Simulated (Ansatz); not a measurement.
**[HO2]− (hydroperoxide(1-)) at PBE-QIDH/def2-TZVPPD**

What is the energy change on altering one bond length of [HO2]− (hydroperoxide(1-)) at PBE-QIDH/def2-TZVPPD? 

The calculation is run with Ansatz 0.2.0.

2 further runs of the same task are left out: 2 set aside as unsound or not needed.

### 1 The structure to begin with

[HO2]− has 3 atoms, charge -1, and is taken as a singlet. SMILES: `[O-]O`. Geometry: relaxed at PBE0-D4/def2-TZVPD.

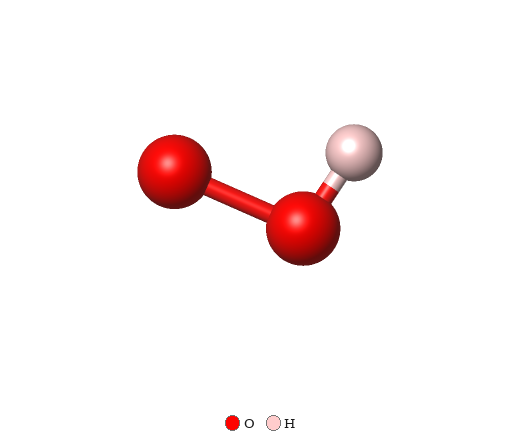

The structure, seen from a chosen angle (oxygen red, hydrogen pink).

### 2 A single-point energy at PBE-QIDH/def2-TZVPPD

in.yaml reads:

```yaml
crystal:
  periodic: [false, false, false]
  atoms:
    - {symbol: O, position_ang: [-0.357760, 1.025590, -0.080830]}
    - {symbol: O, position_ang: [-0.242260, -0.445880, -0.180750]}
    - {symbol: H, position_ang: [0.600030, -0.579720, 0.261570]}
basis:
  gaussian:
    orbitals: def2-TZVPPD.json
total_charge: -1
hamiltonian:
  xc: {name: PBE-QIDH}
correlation:
  frozen_orbitals: {H: 0, O: 1}
accuracy: high
output: {orbitals: {seedname: orbitals}}
```

The basis set def2-TZVPPD is read from a file made from the Basis Set Exchange's data (not shown).

Run with:

```
$ ansatz run in.yaml --threads 1 --pin off --max-ram 3480MiB --events-out events.jsonl --progress --plain --runs-dir runs
```

Standard output:

```text
Warning: RAYON_NUM_THREADS=1 ignored (pool sized by the plan → 1); use --threads N
Functional definition: PBE-QIDH
  name "PBE-QIDH"
  parameter a = 3^(-1/3)
  parameter c = 1/3
  exchange = (1 - a)*pbe_x + a*exact_x
  correlation = (1 - c)*pbe_c + c*(mp2_os + mp2_ss)
1485 factors; integrals over basis functions are off by at most 3.9e-9 eV
mean field evaluation 1: about -4097.2605 eV, gradient 2.8e1 eV
mean field evaluation 2: about -4097.2619 eV, gradient 2.8e1 eV
mean field evaluation 4: about -4098.7785 eV, gradient 4.0e0 eV
mean field evaluation 8: about -4098.8083 eV, gradient 1.0e-1 eV
mean field evaluation 16: about -4098.8084 eV, gradient 4.6e-5 eV
mean field -4098.80838742 eV, -150.6284299657 hartree, gradient 2.5e-8 eV, S^2 0.000000; 0 other end points of the search recorded, 0 dependent functions left out
2 core orbitals not correlated: weight in the atoms' cores, before any rotation towards them, 1.000 or more for the frozen orbitals, at most 0.000 for the correlated occupied ones
reference -4098.80838834 eV, -150.6284299996 hartree; 7, 7 occupied and 88, 88 virtual orbitals, 1485 factors
second order -15.59440717 eV of doubles, -0.00000000 eV of singles
Total energy: -4104.00652407 eV, -150.8194579640 hartree
```

It took 3.3 s on 1 thread of Arm Neoverse V2, shared host; peak memory 0.19 GiB.

### 3 The distorted shape

Changes to in.yaml since step 2:

```diff
@@ -3,3 +3,3 @@
   atoms:
-    - {symbol: O, position_ang: [-0.357760, 1.025590, -0.080830]}
+    - {symbol: O, position_ang: [-0.392411, 1.467044, -0.050853]}
     - {symbol: O, position_ang: [-0.242260, -0.445880, -0.180750]}
@@ -15,2 +15,3 @@
 accuracy: high
-output: {orbitals: {seedname: orbitals}}
+output:
+  orbitals: {seedname: orbitals}
```

The basis set def2-TZVPPD is read from a file made from the Basis Set Exchange's data (not shown).

Run with:

```
$ ansatz run in.yaml --threads 1 --pin off --max-ram 3480MiB --events-out events.jsonl --progress --plain --runs-dir runs
```

Standard output:

```text
Warning: RAYON_NUM_THREADS=1 ignored (pool sized by the plan → 1); use --threads N
[... 6 set-up lines as earlier in the session ...]
1442 factors; integrals over basis functions are off by at most 3.9e-9 eV
mean field evaluation 1: about -4096.2304 eV, gradient 2.2e1 eV
mean field evaluation 2: about -4096.2332 eV, gradient 2.2e1 eV
mean field evaluation 4: about -4097.3949 eV, gradient 5.6e0 eV
mean field evaluation 8: about -4097.4765 eV, gradient 2.3e-1 eV
mean field evaluation 16: about -4097.4770 eV, gradient 2.6e-4 eV
mean field -4097.47699622 eV, -150.5795022416 hartree, gradient 3.3e-8 eV, S^2 0.000000; 0 other end points of the search recorded, 0 dependent functions left out; unrestricted orbitals would lower it
2 core orbitals not correlated: weight in the atoms' cores, before any rotation towards them, 1.000 or more for the frozen orbitals, at most 0.000 for the correlated occupied ones
reference -4097.47699720 eV, -150.5795022773 hartree; 7, 7 occupied and 88, 88 virtual orbitals, 1442 factors
second order -16.00107847 eV of doubles, -0.00000000 eV of singles
Total energy: -4102.81069002 eV, -150.7755118733 hartree
```

Wall time 3.3 s (1 thread of Arm Neoverse V2, shared host); peak memory 0.19 GiB.

### 4 Summary of results

At PBE-QIDH/def2-TZVPPD, 2 core orbitals frozen:

| quantity | value |
| --- | --- |
| first shape: total energy | -150.81946 Eh |
| first shape: HOMO energy (SCF part's orbitals) | -1.33 eV |
| first shape: LUMO energy (SCF part's orbitals) | 5.78 eV |
| first shape: HOMO–LUMO gap (to an unbound level, set by the basis) | 7.12 eV |
| distorted shape: total energy | -150.77551 Eh |
| distorted shape: HOMO energy (SCF part's orbitals) | -3.42 eV |
| distorted shape: LUMO energy (SCF part's orbitals) | 5.53 eV |
| distorted shape: HOMO–LUMO gap (to an unbound level, set by the basis) | 8.94 eV |
| energy change with the O1–O2 bond stretched from 1.479 to 1.923 Å | 1.196 eV |

With the O1–O2 bond stretched from 1.479 to 1.923 Å the energy rises by 1.20 eV (115 kJ/mol). The first shape isn't relaxed at this level, so the change isn't measured from a minimum. The restricted solution (distorted shape) is unstable to spin breaking: an unrestricted one lies lower.
